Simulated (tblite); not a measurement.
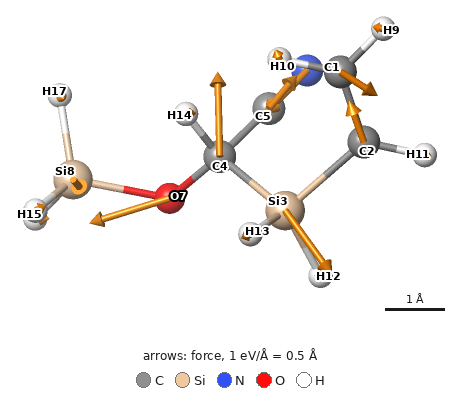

Starting geometry of C4H9NOSi2 with the computed forces as orange arrows. Style: ball-and-stick. Shown at a tilt.

The calculation used GFN2-xTB geometry optimisation, gas phase in tblite 0.8.0. 

What follows when this structure is relaxed?

It isn't relaxed: the largest force vector, on a C atom, is 3.11 eV/Å. The final displacements have little in common with the starting forces (cosine between the two patterns 0.08). The energy falls by 16.4 kcal/mol in 189 geometry steps. The atom that moves furthest after the best rigid fit is an H atom (1.29 Å). By element the largest moves are H 1.29 Å, N 1.06 Å, C 0.79 Å, O 0.54 Å, Si 0.27 Å. Some distances before and after: C–Si 1.823 → 1.931 Å, O–Si 1.689 → 1.627 Å, C–O 1.361 → 1.414 Å, C–C 1.482 → 1.431 Å. Among the angles between lasting bonds that change: Si–C–O 117.7° → 102.3°, C–C–Si 115.9° → 126.1°, C–O–Si 118.6° → 128.8°. Groups turn about C–Si by about 60°, C–O by about 50°. Cost: 1.6 s on 1 thread of Arm Neoverse V1 (shared host).
